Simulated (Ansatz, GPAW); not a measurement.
# Polarising a 6-layer slab of Os(0001) with a field along the normal

The dipole of the cell at several fields, atoms fixed. What does the strongest field give, and what length does the slope stand for?

How it was computed: GPAW 26.7.0, plane waves (400 eV), PAW setups, PBE, 13×13 mesh, a dipole layer in the vacuum; geometry relaxed without an applied field with Ansatz 0.2.0. The cell's area is 6.50 Å², and e/ε0 = 180.95 V Å.

The runs, one held back:

```tsv
field (V/Å)	dipole (e Å)
−0.2	−0.1009
−0.1	−0.0492
−0.05	−0.0234
0.05	0.0282
0.1	0.0540
0.2	0.1056
0.3	?
```

**Question.** What is the dipole at 0.3 V/Å?

Worked answer. A line through the 6 points has the slope α = 0.516 e Å per V/Å and the intercept p₀ = 0.0024 e Å (r.m.s. residual 2.7e−05). At 0.3 V/Å it gives p = 0.0024 + 0.516 × 0.3 = 0.1572 e Å; the run gives 0.1573 e Å, so the response stays linear to 0.0 % of the induced part. Dividing by ε0 and the area: α/(ε0 A) = 0.516 × 180.95 / 6.50 = 14.37 Å, against 10.81 Å between the outer nuclei. A metal screens fully, so the excess of 3.56 Å puts the image planes about 1.78 Å outside the outer atoms on average.

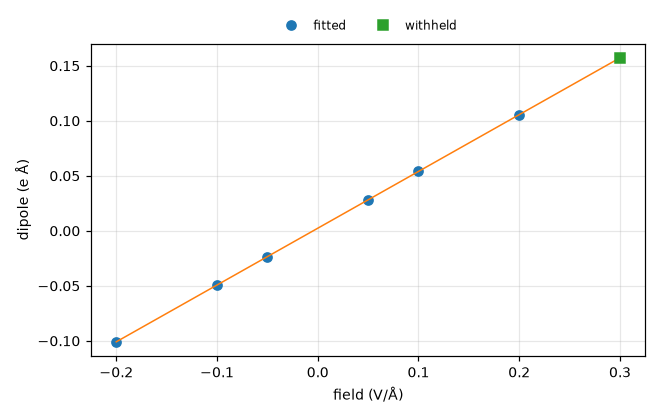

The line and the withheld run.

**Limits.** This is the electronic response alone; ions that move would add to it in polar layers. No run was spin-polarised, so magnetic states weren't tested. Spin-orbit coupling is left out, which matters for the heavier atoms here.

[Logs are printed without paths, hosts, clocks, repeated set-up lines and the standing remarks that a program may print on its own settings, such as how far it seeks lower states.]
